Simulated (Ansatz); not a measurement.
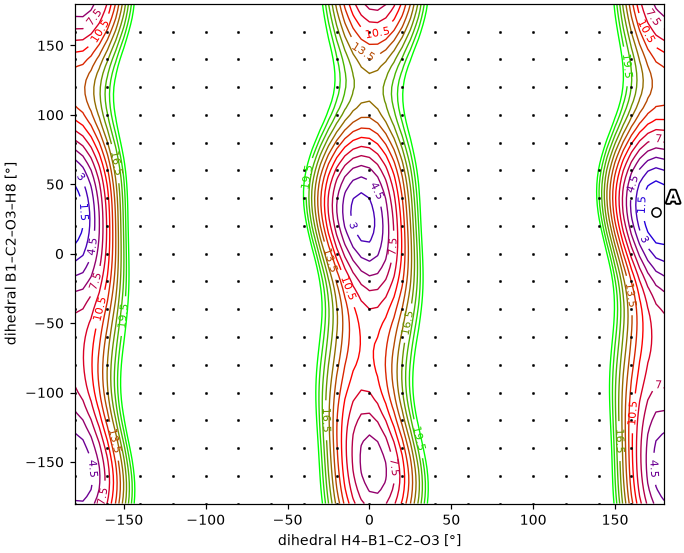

CH6BO, SMILES BC[OH2+], charge +1. First axis: dihedral H4–B1–C2–O3. Second axis: dihedral B1–C2–O3–H8. Nothing is relaxed (all other coordinates rigid). Grid: 18 × 18 points. Points are written as (first, second). Energies are in kJ/mol, from the relaxed molecule at the same level. Method: Ansatz, RKS PBE-D4/def2-TZVP.

Drawn: contour lines labelled in kJ/mol (none above 21), dots at the grid points, the point A. Between grid points the surface is interpolated.

Question: Find the lowest pass out of the well at A.

Answer: The easiest path leads from the well at about (175°, 30°) to the well at about (−180°, −155°), about 3.2 kJ/mol higher. Its highest point lies about 8.3 kJ/mol above the bottom of the first well on the interpolated surface, at about (180°, −65°). Seen from the upper well the barrier is about 5 kJ/mol. The start is the relaxed structure and all else is held, so a fully relaxed path at this level can only be lower.

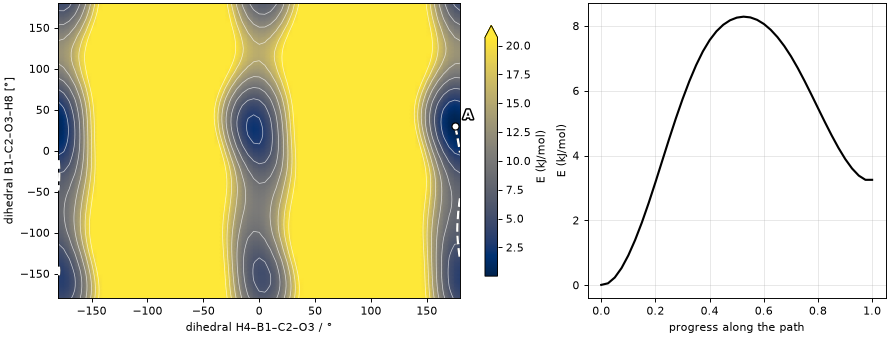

In the figure: a smooth colour map with a few white contour lines, a line along the lowest path, one colour for all values above the top of the scale, the energy along the path at the right. Between grid points the surface is interpolated.
